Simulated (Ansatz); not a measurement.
# Fields on a plane of CsI (CsCl type)

```
CsI
1.0
    4.50797     0.00000     0.00000
    0.00000     4.50797     0.00000
    0.00000     0.00000     4.50797
Cs I
1 1
Direct
  0.00000   0.00000   0.00000
  0.50000   0.50000   0.50000
```

The slice is a {210} plane (indices of the conventional cell) through the point (0.000, 0.000, 0.000) (fractional), spanned by u = [100] and v = [021] in vectors of this cell: u (4.51 Å) and v (10.08 Å, at 90° to u). It covers one period; positions are fractions (u, v).

Atoms on it: Cs at (0.00, 0.00).

The numbers are results of PBEsol (plane waves to 420 eV, PAW, scalar-relativistic; Ansatz, a quantum-chemistry and plane-wave program), not measurements. k mesh 7×7×7. These are valence fields of a PAW run, semicore shells included where kept as valence: close to a nucleus they are smooth pseudo fields. CsI was relaxed with its symmetry unable to fall. Spin-orbit coupling is left out, though I is heavy.

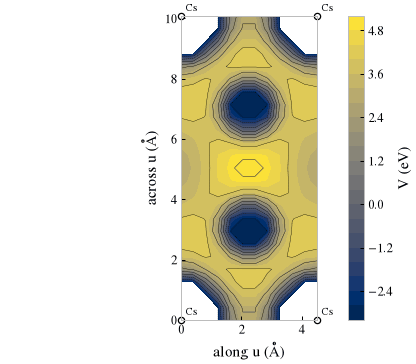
Figure. Electrostatic potential energy of an electron, from the cell's mean, in eV, one period of the plane, atoms marked. Points within 1 Å of a nucleus are left white, as the pseudised field means little there. Values under -3 eV are set to -3. The zero, the cell's mean, hangs on the PAW cores.

```
|xx##@@%%::    ::%%@@##|
|@@@@@@==        ==@@@@|
|%%%%--    ....    --%%|
|..    ..==****==..    |
|    ..**%%%%%%%%**..  |
|    ++%%%%%%%%%%%%++  |
|    ++%%%%####%%%%++  |
|    --%%%%####%%%%--  |
|    ..**%%%%%%%%**..  |
|      --**####**--    |
|        ..::::..      |
|                      |
|        ..::::..      |
|      --**####**--    |
|    ..**%%%%%%%%**..  |
|    --%%%%####%%%%--  |
|    ++%%%%####%%%%++  |
|    ++%%%%%%%%%%%%++  |
|    ..**%%%%%%%%**..  |
|..    ..==****==..    |
|%%%%--    ....    --%%|
|@@@@@@==        ==@@@@|
|xx##@@%%::    ::%%@@##|
|xxxx@@@@--    --@@@@xx|
```
Scale: ten equal steps from 0.01 (start of ' ') to 0.89 (end of '@'), in the order ' .:-=+*#%@'. Values: electron localisation function (ELF). The map has 11 points along u (two characters each, u = 0 at the left) and 24 along v (v = 0 in the bottom row). Points within 0.5 Å of a nucleus are blanked (x), as the pseudised field means little there.
